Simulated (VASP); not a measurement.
Band structure of GaP (zinc blende). Computed with revTPSS meta-GGA, VASP's PBE PAW potentials (set 64) (plane waves; VASP 6.6.1).

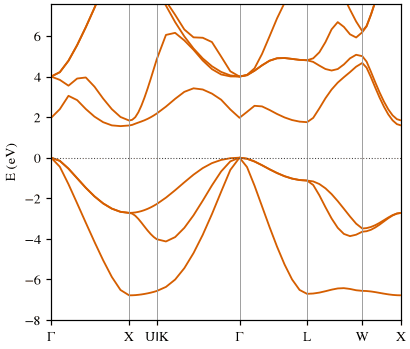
*Bands along high-symmetry lines, zero at the valence-band maximum or, without a gap, the Fermi level*

Question: Read the plot: is there a gap, and where are the band edges?

Answer: The gap is indirect, 1.55 eV, from the valence maximum at Γ to the conduction minimum at (0.44, 0.44, 0.00).

Measured: gap 2.43 eV (computed value off by -0.88 eV), as given by Wei Chen et al., Physical Review Materials (2018), doi:10.1103/physrevmaterials.2.073803 [zero-point renormalisation of 0.08 eV added back (the table's ZPR column)].

The compound is GaP in the zinc blende structure. It was relaxed first.
